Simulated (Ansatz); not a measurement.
**Run report: GeSiH7O2F, geometry relaxation (part 1 of 2)**

GeSiH7O2F, computed with RKS BHLYP/def2-SVP (Ansatz 0.2.0).

The input holds or restrains some coordinates. Forces given for the steps count only the free coordinates. It belongs to a series of runs on one base structure; here: pulled along the bonds that form and break, towards end A.

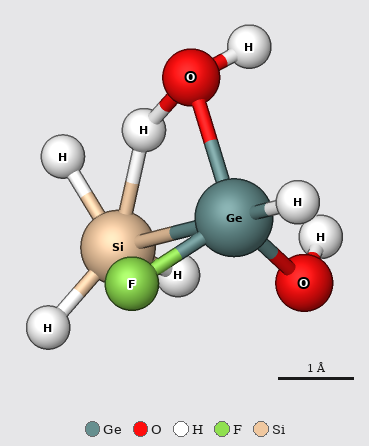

**Figure 1.** The input geometry (ball-and-stick view, seen at a tilt). Sticks mark near contacts. Bond lengths as drawn: F–Ge 1.68 Å, Ge–H 1.55 Å, Ge–O 1.77 to 2.12 Å, Ge–Si 2.61 Å, H–O 1.01 to 1.26 Å and H–Si 1.46 to 1.68 Å.

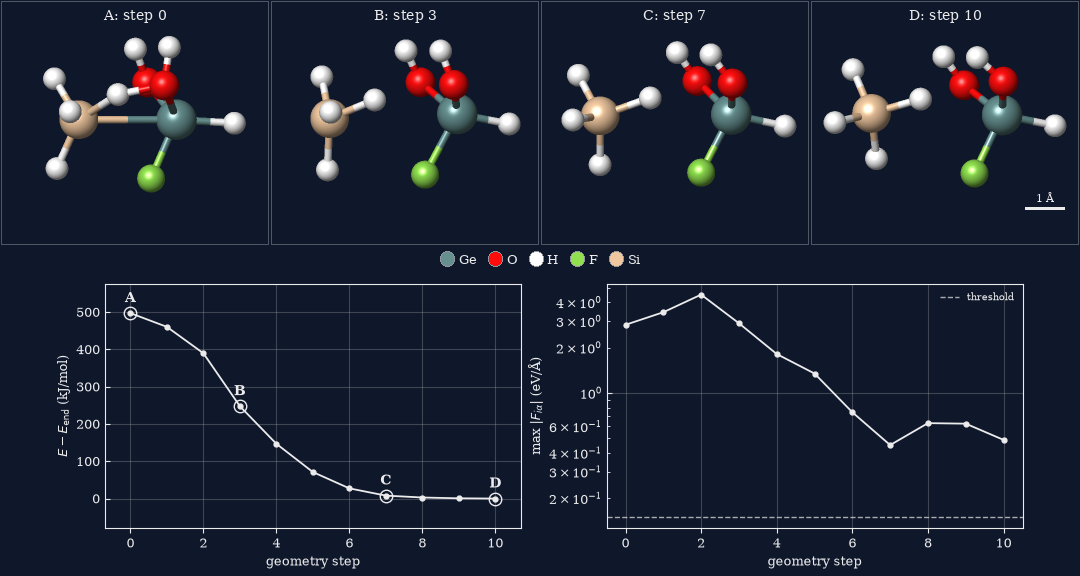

**Figure 2.** Frames of the restrained relaxation (ball-and-stick view, seen at a tilt) above the curves, on which the letters mark them (the first geometry is step 0 here and step 1 in the log).

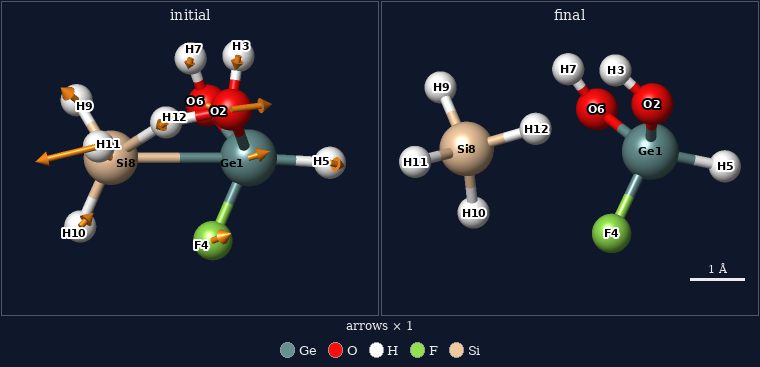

**Figure 3.** Before (left) and after (right) the restrained relaxation, at one scale (ball-and-stick view, seen at a tilt). The orange arrows give the displacements, at true length. The largest move after the best rigid fit is that of H11, 1.22 Å. Largest moves by element: H 1.22 Å, O 0.85 Å, Si 0.59 Å, F 0.50 Å, Ge 0.43 Å. Among the contacts that change: O2–H12 1.264 → 2.228 Å, Ge1–Si8 2.610 → 3.523 Å, Ge1–O2 2.120 → 1.758 Å, Si8–H12 1.676 → 1.467 Å. Bonds break: Ge1–Si8 (2.61 → 3.52 Å). Among the angles that change: H11–Si8–H12 51.0° → 108.2°, H10–Si8–H12 140.6° → 111.5°, Ge1–O6–H7 109.5° → 119.1°. The energy falls by 497.1 kJ/mol in 10 geometry steps. The largest force component goes from 2.8 to 0.49 eV/Å. (Atoms are counted from 1 in the order of the input.)

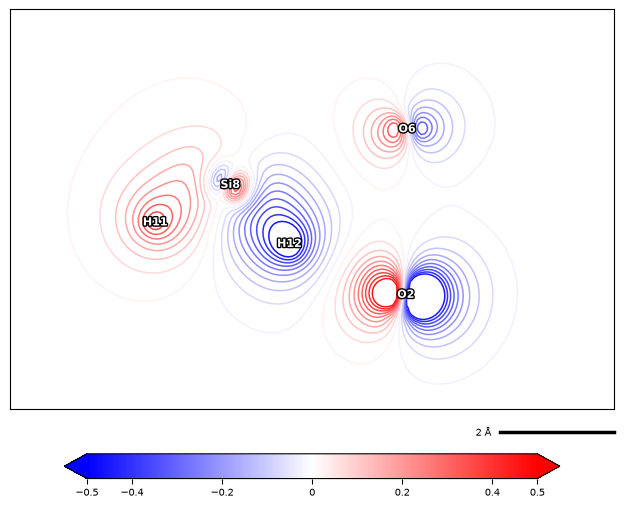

**Figure 4.** The HOMO on the plane of atoms H11, Si8 and H12 (values in Å⁻³ᐟ²; the overall sign is arbitrary). It lies mainly on O2 (35 %), Si8 (20 %) and H12 (15 %). Its energy is −10.63 eV.

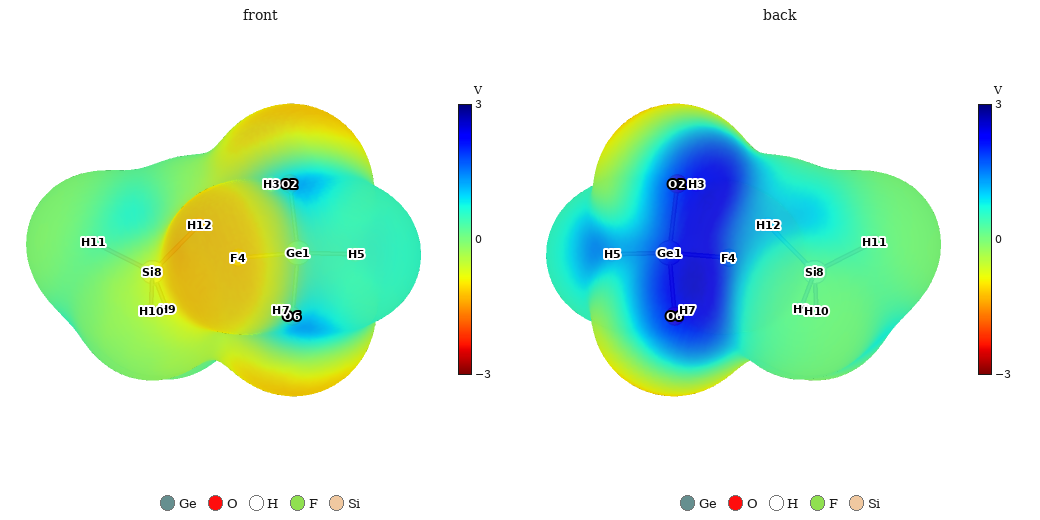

**Figure 5.** The electrostatic potential painted on the density surface at 0.001 e/bohr³, seen at a tilt and from behind; red is negative and blue positive. A positive charge is drawn to the negative regions and a negative charge to the positive ones.

The input and output of the run follow.

## Input
```yaml
crystal:
  periodic: [false, false, false]
  atoms:
    - { symbol: Ge, position_ang: [0.0, 0.0, 0.0] }
    - { symbol: O, position_ang: [0.0, 0.0, 2.12] }
    - { symbol: H, position_ang: [-0.9095, -0.2814, 2.4571] }
    - { symbol: F, position_ang: [1.5842, 0.0, -0.5594] }
    - { symbol: H, position_ang: [-0.73, 1.2648, -0.5162] }
    - { symbol: O, position_ang: [-0.8337, -1.4443, -0.5894] }
    - { symbol: H, position_ang: [-1.2883, -1.91, 0.183] }
    - { symbol: Si, position_ang: [1.3622, -2.0686, 0.823] }
    - { symbol: H, position_ang: [0.5435, -3.2713, 0.7008] }
    - { symbol: H, position_ang: [2.5654, -2.215, 0.0091] }
    - { symbol: H, position_ang: [1.7408, -1.8783, 2.2202] }
    - { symbol: H, position_ang: [0.69, -1.0478, 1.9692] }
basis:
  gaussian: { orbitals: def2-SVP }
hamiltonian:
  xc: { name: BHLYP }
relax:
  f_tol: 0.15
  max_steps: 25
  restrain:
    - { distance: [0, 7], at: 3.51, k: 30.0 }
    - { distance: [11, 1], at: 2.21, k: 30.0 }
    - { distance: [0, 1], at: 1.77, k: 30.0 }
    - { distance: [11, 7], at: 1.46, k: 30.0 }
output:
  orbitals: {}
```

Command:
```bash
ansatz run input.yaml --threads 4 --pin off --max-ram 5120MiB --backend cpu --events-out ev --progress --plain --runs-dir out
```

## Output
```
The last accepted step is kept in [file] (removed where the run ends without a failure and the disk answers)
Engine: ansatz 0.2.0, x86_64-unknown-linux-gnu
Functional definition: BHLYP
  parameter a = 0.5
  exchange = (1 - a)*b88_x + a*exact_x
  correlation = lyp_c
1313 factors; integrals over basis functions are off by at most 5.2e-4 eV
mean field evaluation 1: about -71291.5649 eV, gradient 6.3e1 eV
mean field evaluation 2: about -71286.6994 eV, gradient 8.3e1 eV
mean field evaluation 4: about -71298.4750 eV, gradient 2.6e0 eV
mean field evaluation 8: about -71298.5243 eV, gradient 1.7e-1 eV
mean field evaluation 16: about -71298.5244 eV, gradient 1.0e-4 eV
mean field -71298.52436726 eV, -2620.1724426211 hartree, gradient 4.4e-5 eV, S^2 0.000000; 0 other end points of the search recorded, 0 dependent functions left out
the calculation of the forces begins
reference -71298.52454823 eV, -2620.1724492717 hartree; 39, 39 occupied and 88, 88 virtual orbitals, 1313 factors
relax step   1: F+E_penalty+E_count = -71298.52436726 eV  Δ(F+E_penalty+E_count) = +0.000e0 eV  max|allowed force component| = 2.840e0 eV/Å  E_restraint = 28.11983113 eV  max|allowed force component, restraints' pulls added| = 2.504e1 eV/Å  Δτ_max = 0.0000 Å  (30 SCF iters, accepted)
  distance Ge 0 - Si 7 = 2.6100 Å
  distance H 11 - O 1 = 1.2636 Å
  distance Ge 0 - O 1 = 2.1200 Å
  distance H 11 - Si 7 = 1.6756 Å
these checks for a lower state are left out or cut short: starts, cluster_reference, orbital_swaps, neighbouring_geometries, increment
1313 factors; integrals over basis functions are off by at most 4.3e-4 eV
mean field -71298.90559434 eV, -2620.1864524582 hartree, gradient 1.9e-5 eV, S^2 0.000000; 0 other end points of the search recorded, 0 dependent functions left out
[... from here on the field's lines of each further geometry are left out, up to the last ...]
relax step   2: F+E_penalty+E_count = -71298.90559434 eV  Δ(F+E_penalty+E_count) = -3.812e-1 eV  max|allowed force component| = 3.443e0 eV/Å  E_restraint = 12.53603257 eV  max|allowed force component, restraints' pulls added| = 1.819e1 eV/Å  Δτ_max = 0.1948 Å  (39 SCF iters, accepted)
relax step   3: F+E_penalty+E_count = -71299.63953118 eV  Δ(F+E_penalty+E_count) = -7.339e-1 eV  max|allowed force component| = 4.507e0 eV/Å  E_restraint = 3.37089798 eV  max|allowed force component, restraints' pulls added| = 7.762e0 eV/Å  Δτ_max = 0.1949 Å  (37 SCF iters, accepted)
relax step   4: F+E_penalty+E_count = -71301.11064222 eV  Δ(F+E_penalty+E_count) = -1.471e0 eV  max|allowed force component| = 2.910e0 eV/Å  E_restraint = 0.28572630 eV  max|allowed force component, restraints' pulls added| = 2.582e0 eV/Å  Δτ_max = 0.1919 Å  (30 SCF iters, accepted)
relax step   5: F+E_penalty+E_count = -71302.15497197 eV  Δ(F+E_penalty+E_count) = -1.044e0 eV  max|allowed force component| = 1.817e0 eV/Å  E_restraint = 0.05147340 eV  max|allowed force component, restraints' pulls added| = 1.817e0 eV/Å  Δτ_max = 0.1950 Å  (31 SCF iters, accepted)
relax step   6: F+E_penalty+E_count = -71302.93965483 eV  Δ(F+E_penalty+E_count) = -7.847e-1 eV  max|allowed force component| = 1.348e0 eV/Å  E_restraint = 0.01413775 eV  max|allowed force component, restraints' pulls added| = 1.348e0 eV/Å  Δτ_max = 0.1972 Å  (30 SCF iters, accepted)
relax step   7: F+E_penalty+E_count = -71303.39345225 eV  Δ(F+E_penalty+E_count) = -4.538e-1 eV  max|allowed force component| = 7.451e-1 eV/Å  E_restraint = 0.00379603 eV  max|allowed force component, restraints' pulls added| = 7.628e-1 eV/Å  Δτ_max = 0.2000 Å  (30 SCF iters, accepted)
relax step   8: F+E_penalty+E_count = -71303.59467610 eV  Δ(F+E_penalty+E_count) = -2.012e-1 eV  max|allowed force component| = 4.515e-1 eV/Å  E_restraint = 0.00521639 eV  max|allowed force component, restraints' pulls added| = 4.284e-1 eV/Å  Δτ_max = 0.2000 Å  (30 SCF iters, accepted)
relax step   9: F+E_penalty+E_count = -71303.64744523 eV  Δ(F+E_penalty+E_count) = -5.277e-2 eV  max|allowed force component| = 6.313e-1 eV/Å  E_restraint = 0.01223299 eV  max|allowed force component, restraints' pulls added| = 2.448e-1 eV/Å  Δτ_max = 0.1946 Å  (29 SCF iters, accepted)
relax step  10: F+E_penalty+E_count = -71303.66952031 eV  Δ(F+E_penalty+E_count) = -2.208e-2 eV  max|allowed force component| = 6.262e-1 eV/Å  E_restraint = 0.01423792 eV  max|allowed force component, restraints' pulls added| = 1.879e-1 eV/Å  Δτ_max = 0.1123 Å  (30 SCF iters, accepted)
the calculation of the forces begins
reference -71303.67677175 eV, -2620.3617899938 hartree; 39, 39 occupied and 88, 88 virtual orbitals, 1313 factors
relax step  11: F+E_penalty+E_count = -71303.67658653 eV  Δ(F+E_penalty+E_count) = -7.066e-3 eV  max|allowed force component| = 4.885e-1 eV/Å  E_restraint = 0.01043518 eV  max|allowed force component, restraints' pulls added| = 1.162e-1 eV/Å  Δτ_max = 0.1030 Å  (30 SCF iters, accepted)
  distance Ge 0 - Si 7 = 3.5232 Å
  distance H 11 - O 1 = 2.2279 Å
  distance Ge 0 - O 1 = 1.7578 Å
  distance H 11 - Si 7 = 1.4673 Å
1313 factors; integrals over basis functions are off by at most 6.5e-4 eV
mean field evaluation 96: about -71303.6350 eV, gradient 1.4e0 eV
mean field -71303.67658653 eV, -2620.3617831871 hartree, gradient 1.9e-5 eV, S^2 0.000000; 1 other end points of the search recorded, 0 dependent functions left out
the calculation of the forces begins
reference -71303.67677175 eV, -2620.3617899938 hartree; 39, 39 occupied and 88, 88 virtual orbitals, 1313 factors
Total energy: -71303.67677175 eV, -2620.3617899938 hartree
Atom 0 at    -0.289539     0.313616     0.000835 Å, force    -0.200513     0.229942     0.312713 eV/Å
Atom 1 at    -0.567992     0.507858     1.725531 Å, force    -0.350410     0.488475    -0.473766 eV/Å
Atom 2 at    -0.706140    -0.268621     2.257327 Å, force     0.043959    -0.057983    -0.010647 eV/Å
Atom 3 at     1.412564     0.367995    -0.251174 Å, force     0.023758     0.058654    -0.034709 eV/Å
Atom 4 at    -0.878163     1.455637    -0.794035 Å, force    -0.020427    -0.021355     0.052591 eV/Å
Atom 5 at    -0.831271    -1.237479    -0.593637 Å, force    -0.025414     0.041353    -0.047179 eV/Å
Atom 6 at    -1.115144    -1.900268     0.030350 Å, force    -0.009748     0.007490     0.021251 eV/Å
Atom 7 at     1.550609    -2.407432     1.274668 Å, force     0.239487    -0.457284     0.002993 eV/Å
Atom 8 at     0.587972    -3.525551     1.108107 Å, force    -0.029137    -0.001065     0.008241 eV/Å
Atom 9 at     2.208332    -2.123007    -0.006659 Å, force     0.042732    -0.014452    -0.039699 eV/Å
Atom 10 at     2.540292    -2.794927     2.295931 Å, force     0.096470    -0.048652     0.087502 eV/Å
Atom 11 at     0.813079    -1.239721     1.770156 Å, force     0.189241    -0.225122     0.120709 eV/Å
Dipole moment:    -0.431357    -0.222317     0.217747 e Å
```
